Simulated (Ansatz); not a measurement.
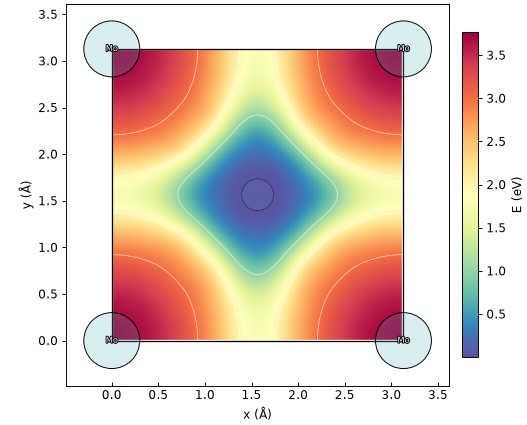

C on a Mo(100) slab cut from the Im-3m phase, its upper half relaxed before the scan (4 atoms of substrate and one adsorbate in a 1 × 1 cell). C is moved over the surface cell; relaxed at each place: the height of the adsorbate's atoms; substrate rigid; the origin of the map has the adsorbate above Mo4. Places are given modulo a cell vector. The map is drawn in real space over the plane of the surface. The scan uses an 8 × 8 grid; 15 points were computed and 49 follow by symmetry. Energies: eV, counted from the lowest grid point. With one adsorbate in each 1 × 1 cell, its nearest image is 3.1 Å away, so neighbouring adsorbates interact. Computed with DFT PBEsol, scalar-relativistic, plane waves, PAW (Ansatz). Settings: cutoff 420 eV, k-mesh 9×9×1, gaussian smearing 0.1 eV, no spin polarisation.

In the figure: a smooth colour map with a few white contour lines, labelled circles for the atoms of the top layer and small ones for the second layer, the outline of one cell of the plane. Between grid points the surface is interpolated.

The lowest grid point is at a fourfold hollow over a second-layer Mo atom, (4/8, 4/8) of the cell vectors. No other kind of well shows on this grid. The highest grid point, the top site over a surface Mo atom, (0/8, 0/8) of the cell vectors, lies 3.77 eV above the lowest. On the interpolated surface the easiest way out of the lowest well to its copy in the next cell or period passes a barrier of about 1.8 eV. At the lowest point the adsorbate has 1 Mo at 1.97 Å as nearest neighbours, at the highest 1 Mo at 1.82 Å. Its relaxed height above the top atom is 0.61 Å at the lowest and 1.82 Å at the highest point.

C is replaced by N; all else is set up alike.

What will the new map look like?

Answer. The minimum (interpolated where it lies between grid points) moves from a fourfold hollow over a second-layer Mo atom, (4/8, 4/8) of the cell vectors to (3/8, 4/8) of the cell vectors [nearest 3 Mo at 2.05 Å]. The span from the lowest to the highest grid point shrinks from 3.77 to 2.33 eV. In the new map: at the lowest point the adsorbate has 3 Mo at 2.05 Å as nearest neighbours, at the highest 1 Mo at 1.69 Å. Its relaxed height above the top atom is 0.63 Å at the lowest and 1.69 Å at the highest point.

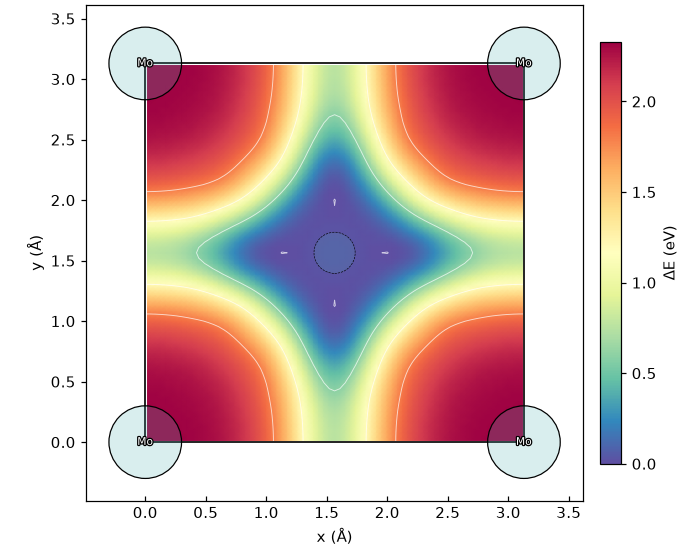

The map after the change, on a colour scale of its own. Drawn: a smooth colour map with a few white contour lines, labelled circles for the atoms of the top layer and small ones for the second layer, the outline of one cell of the plane. Between grid points the surface is interpolated.

PAW datasets: the set soft_1.
